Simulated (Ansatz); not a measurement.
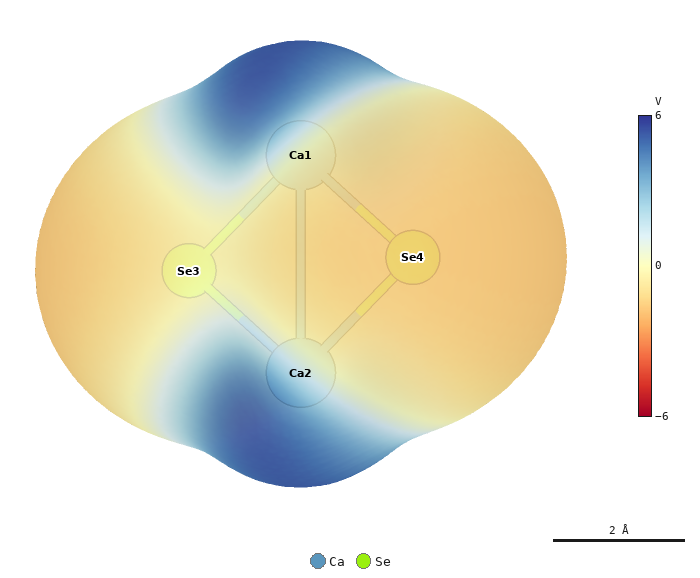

The picture shows: Ca2Se2. The electrostatic potential painted on the density surface at 0.001 e/bohr³, seen at a tilt; red is negative and blue positive.

Geometry: PBE0-D4/def2-SVP.

Computed with RKS PBE0-D4/def2-TZVP (Ansatz 0.2.0).

```xyz
4

Ca    1.4970    0.2957   -0.6888
Ca   -1.4966   -0.2967    0.6891
Se    0.6480    0.8459    1.7717
Se   -0.6484   -0.8448   -1.7720
```

### Where is the surface potential most negative and most positive?

The most negative region (about −1.7 V) lies over Se3 and Se4, the most positive (about +5.4 V) over Ca1 and Ca2.
